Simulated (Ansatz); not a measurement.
**F$_{2}$Ga$_{2}$H$_{4}$S$_{2}$: density, localisation and related maps**

```yaml
atoms:
  - { symbol: F, position_ang: [-0.3323, 1.2033, -1.7646] }
  - { symbol: F, position_ang: [-0.0554, 1.9961, 0.9347] }
  - { symbol: Ga, position_ang: [-0.8938, 0.6727, -0.1765] }
  - { symbol: Ga, position_ang: [1.8116, 1.3942, 1.0660] }
  - { symbol: S, position_ang: [0.8543, -0.7821, 0.4677] }
  - { symbol: S, position_ang: [2.8209, 2.1832, -0.7167] }
  - { symbol: H, position_ang: [-2.3674, 0.4048, 0.1981] }
  - { symbol: H, position_ang: [0.3398, -1.0492, 1.6913] }
  - { symbol: H, position_ang: [2.2334, 1.4190, 2.5580] }
  - { symbol: H, position_ang: [1.7343, 1.9403, -1.4933] }
```

Geometry: PBE0-D4/def2-SVP.

Level of theory: isolated molecule in a Gaussian basis; Kohn-Sham density functional theory, functional PBE0 in Ansatz 0.2.0.

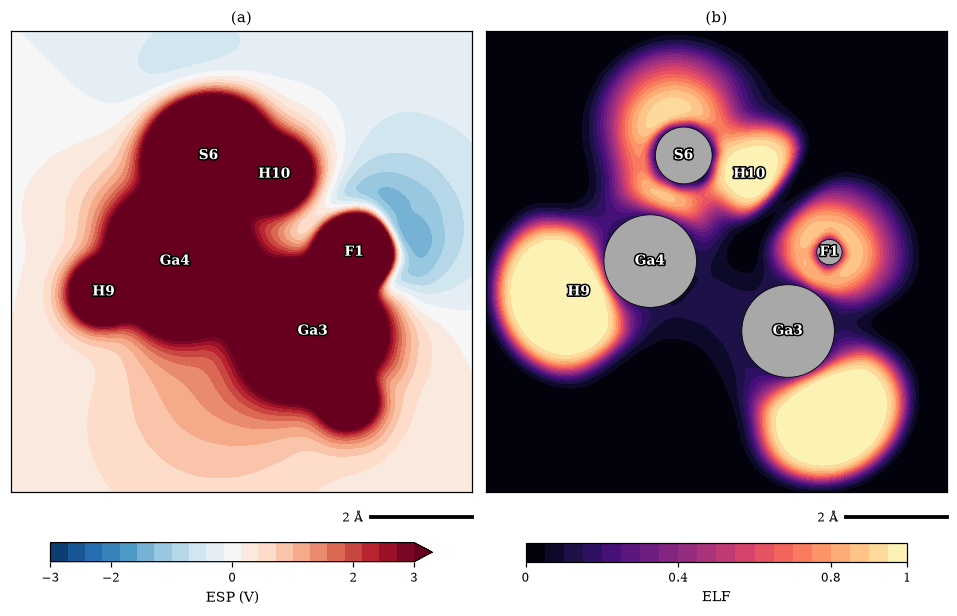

Figure 1. (a) electrostatic potential; (b) ELF on the plane of atoms Ga4, S6 and H10. Grey discs cover the atomic cores in the ELF map.

Q: What do the fields say about this system?

A:
- The plane passes through F, Ga, S and H nuclei.
- Ga–F (1.77 Å): the ELF peaks at about 0.85 in the valence shell of F, 0.5 Å from its nucleus, and is about 0.15 at the midpoint.
- Ga–S (2.20 Å): the ELF peaks at about 0.85 in the valence shell of S, 0.9 Å from its nucleus, and is about 0.70 at the midpoint.
- S–H (1.36 Å): the ELF climbs to about 1 towards the hydrogen, as it does in any bond to H.
- The ELF also peaks beside F1 and S6, away from the bonds: lone-pair regions.
- Outside the dense part of the molecule the potential is most negative (−1.5 V) near F1.

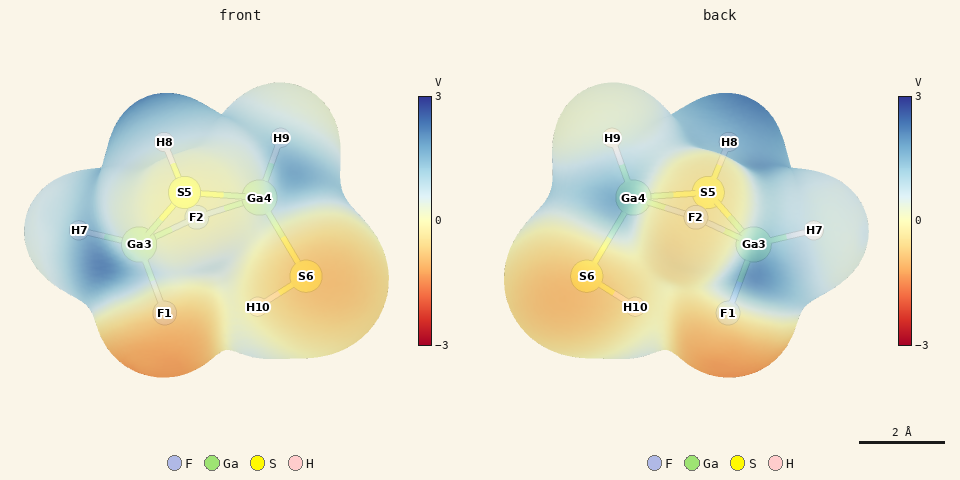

Figure 2. The molecular electrostatic potential painted on the density surface at 0.002 e/bohr³, seen from the front and from behind; red is negative and blue positive.

Q: Describe the electrostatic potential map.

A: The most negative region (about −1.3 V, or −30 kcal/mol for a unit charge) lies over F1, the most positive (about +2.2 V, or +51 kcal/mol for a unit charge) over Ga3 and H8.

Q: How polar is the molecule by this calculation?

A: Its dipole moment is 3.93 D.

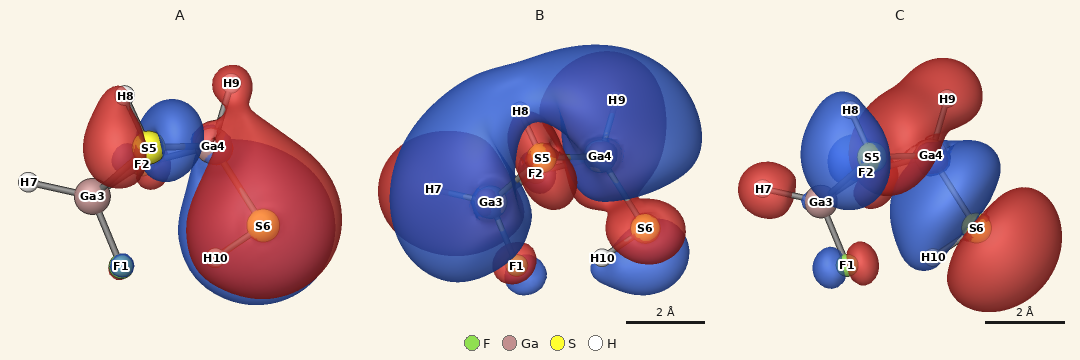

Figure 3. Three frontier orbitals at ±0.04 Å⁻³ᐟ² (red and blue are the two phases), in no order.

Q: Order the three orbitals by energy and name them.

A: C is the HOMO−1 (−8.92 eV). Its weight (Hirshfeld) is mainly on S6 (about 60 %), Ga4 (about 15 %) and S5 (about 15 %). A is the HOMO (−7.47 eV). Its weight (Hirshfeld) is mainly on S6 (about 80 %) and Ga4 (about 10 %); largely a lone pair of S6. B is the LUMO (−0.75 eV). By Hirshfeld shares it lies mainly on Ga4 (about 30 %), Ga3 (about 30 %) and S5 (about 15 %).

Q: What is the HOMO–LUMO gap?

A: 6.72 eV between the orbital energies.
